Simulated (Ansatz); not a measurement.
PSe$_{2}$ (doublet)

```yaml
atoms:
  - { symbol: P, position_ang: [0.6359, 1.0853, -0.1485] }
  - { symbol: Se, position_ang: [-0.9278, -0.0595, 0.9936] }
  - { symbol: Se, position_ang: [0.2919, -1.0259, -0.8450] }
```

Geometry: PBE-D4/def2-TZVP.

All numbers below come from UKS PBE0-D4/def2-TZVP (Ansatz 0.2.0).

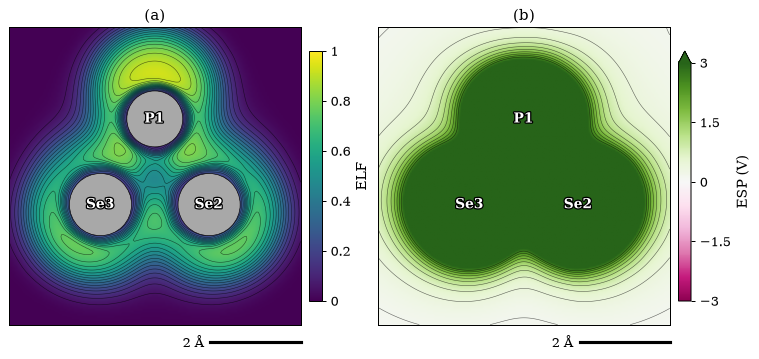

Figure 1. (a) ELF; (b) molecular electrostatic potential on the molecular plane. Grey discs cover the atomic cores in the ELF map.

Question: Interpret the plot.

Answer: The section cuts through P and Se sites.
P–Se (2.25 Å): the ELF peaks at about 0.75 between the atoms (a shared electron pair).
Se–Se (2.41 Å): the ELF peaks at about 0.65 between the atoms.
The ELF also peaks beside P1, away from the bonds: non-bonding electrons, paired or unpaired.
The potential has no marked negative region in this plane.

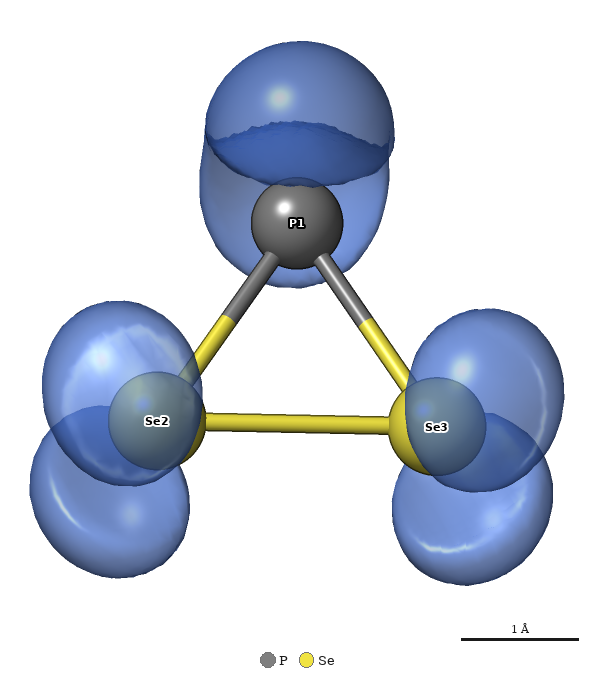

Figure 2. Isosurface of the ELF at 0.85 (blue), seen at a tilt. Core shells and regions of very low density are left out.

Question: Where are the electrons localised?

Answer: At this value the surface marks out one lobe on P, pointing away from the bonds (non-bonding electrons) and four lobes on Se, pointing away from the bonds (non-bonding electrons, which may merge into one lobe).

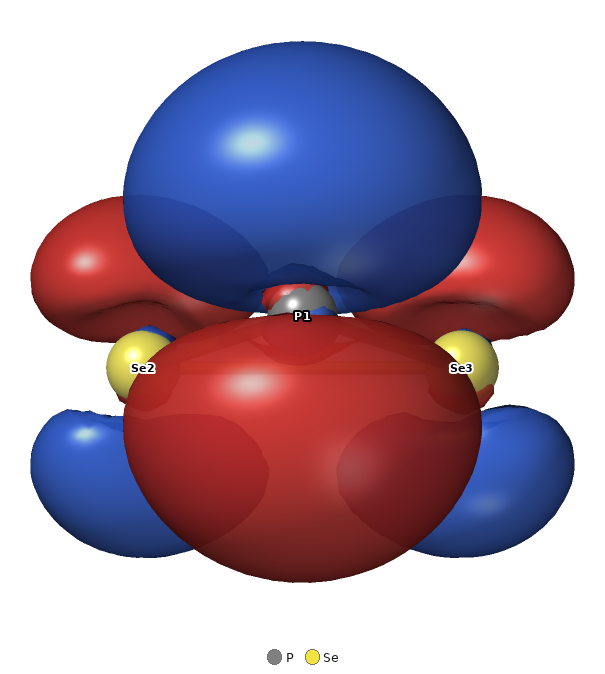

Figure 3. One frontier orbital at ±0.1 Å⁻³ᐟ² (red and blue are the two phases), seen from one side.

Question: Which orbital is it: HOMO (β) or LUMO (β)?

Answer: The LUMO (β), at −2.96 eV. By Hirshfeld shares it lies mainly on P1 (about 70 %), Se2 (about 15 %) and Se3 (about 15 %); it changes sign across the molecular plane (π type).
